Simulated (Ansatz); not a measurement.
# B3LYP/STO-3G run of SnH4 (SMILES [H][Sn]([H])([H])[H])

Aim: the vertical singlet–triplet gap of SnH4 at B3LYP/STO-3G, from 2 runs. 

Program for the calculation: Ansatz 0.2.0.

## Step 1: The molecule

The species is SnH4 (5 atoms), meant as a singlet with charge 0. As SMILES, `[H][Sn]([H])([H])[H]`. Geometry: a GFN2-xTB relaxation, a rough one for these elements and not checked as a minimum.

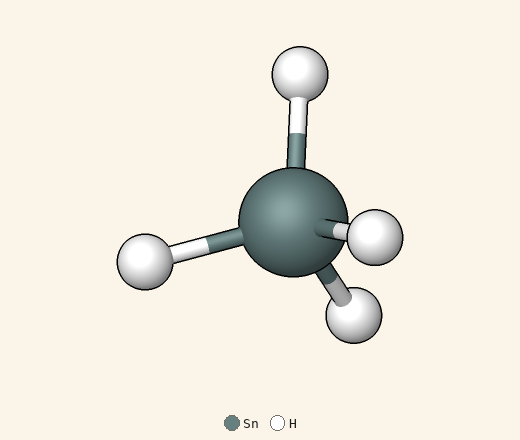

Viewed from a chosen angle; tin teal, hydrogen white.

## Step 2: A single-point energy at B3LYP/STO-3G

The input, molecule.yaml:

```yaml
crystal:
  periodic: [false, false, false]
  atoms:
    - symbol: Sn
      position_ang: [-0.000990, -0.000230, -0.000480]
    - symbol: H
      position_ang: [0.011990, -0.018470, 1.638220]
    - symbol: H
      position_ang: [1.540690, 0.010760, -0.554870]
    - symbol: H
      position_ang: [-0.779740, 1.342080, -0.527140]
    - symbol: H
      position_ang: [-0.771950, -1.334140, -0.555740]
basis:
  gaussian:
    orbitals: STO-3G
total_charge: 0
hamiltonian:
  xc: {name: B3LYP}
accuracy: high
```

On the command line:

```console
ansatz run molecule.yaml --threads 1 --pin off --max-ram 2610MiB --events-out events.jsonl --progress --plain --runs-dir runs
```

The log of the run:

```text
Warning: RAYON_NUM_THREADS=1 ignored (pool sized by the plan → 1); use --threads N
Functional definition: B3LYP
  name "B3LYP"
  parameter a0 = 0.2
  parameter ax = 0.72
  parameter ac = 0.81
  exchange = (1 - a0 - ax)*slater_x + ax*b88_x + a0*exact_x
  correlation = (1 - ac)*vwn_rpa_c + ac*lyp_c
547 factors; integrals over basis functions are off by at most 4.9e-9 eV
mean field evaluation 1: about -162389.9301 eV, gradient 8.4e0 eV
mean field evaluation 2: about -162390.1804 eV, gradient 3.8e0 eV
mean field evaluation 4: about -162390.2459 eV, gradient 4.7e-2 eV
mean field evaluation 8: about -162390.1741 eV, gradient 5.9e-4 eV
mean field -162390.17412110 eV, -5967.7288269371 hartree, gradient 2.9e-8 eV, S^2 0.000000; 0 other end points of the search recorded, 0 dependent functions left out
reference -162390.17414643 eV, -5967.7288278680 hartree; 27, 27 occupied and 4, 4 virtual orbitals, 547 factors
Total energy: -162390.17414643 eV, -5967.7288278680 hartree
```

It took 1.6 s on 1 thread of Arm Neoverse V1, shared host; peak memory 0.1 GiB.

## Step 3: The triplet

The input, input.yaml:

```yaml
crystal:
  periodic: [false, false, false]
  atoms:
    - {symbol: Sn, position_ang: [-0.000990, -0.000230, -0.000480]}
    - {symbol: H, position_ang: [0.011990, -0.018470, 1.638220]}
    - {symbol: H, position_ang: [1.540690, 0.010760, -0.554870]}
    - {symbol: H, position_ang: [-0.779740, 1.342080, -0.527140]}
    - {symbol: H, position_ang: [-0.771950, -1.334140, -0.555740]}
basis:
  gaussian: {orbitals: STO-3G}
accuracy: high
hamiltonian: {xc: {name: B3LYP}}
magnetization: {spin_polarized: true, initial_magnetization: 2}
```

On the command line:

```console
ansatz run input.yaml --threads 1 --pin off --max-ram 2610MiB --events-out events.jsonl --progress --plain --runs-dir runs
```

The log of the run:

```text
Warning: RAYON_NUM_THREADS=1 ignored (pool sized by the plan → 1); use --threads N
Functional definition: B3LYP
  name "B3LYP"
  parameter a0 = 0.2
  parameter ax = 0.72
  parameter ac = 0.81
  exchange = (1 - a0 - ax)*slater_x + ax*b88_x + a0*exact_x
  correlation = (1 - ac)*vwn_rpa_c + ac*lyp_c
547 factors; integrals over basis functions are off by at most 4.9e-9 eV
mean field evaluation 1: about -162376.0872 eV, gradient 9.4e0 eV
mean field evaluation 2: about -162373.4606 eV, gradient 1.4e1 eV
mean field evaluation 4: about -162377.9965 eV, gradient 2.8e0 eV
mean field evaluation 8: about -162378.4383 eV, gradient 2.6e-1 eV
mean field evaluation 16: about -162378.4400 eV, gradient 2.1e-4 eV
mean field -162378.44004626 eV, -5967.2976076402 hartree, gradient 5.4e-8 eV, S^2 2.000920; 0 other end points of the search recorded, 0 dependent functions left out
reference -162378.44007228 eV, -5967.2976085966 hartree; 28, 26 occupied and 3, 5 virtual orbitals, 547 factors
Total energy: -162378.44007228 eV, -5967.2976085966 hartree
```

Run time: 3.3 s. Hardware: 1 thread of Arm Neoverse V1, shared host; peak memory 0.15 GiB.

## Step 4: Results

Level: B3LYP/STO-3G.

```
                                        quantity           value
                           singlet: total energy  -5967.72883 Eh
                           triplet: total energy  -5967.29761 Eh
                                   triplet: ⟨S²⟩           2.001
vertical energy of the triplet above the singlet       11.734 eV
```

In words: At this shape the triplet lies 11.73 eV (271 kcal/mol) above the singlet. In a minimal basis such a difference can be off by several eV, whatever the method. Relativity is left out (singlet) although the molecule holds a heavy atom. Relativity is left out (triplet) although the molecule holds a heavy atom.
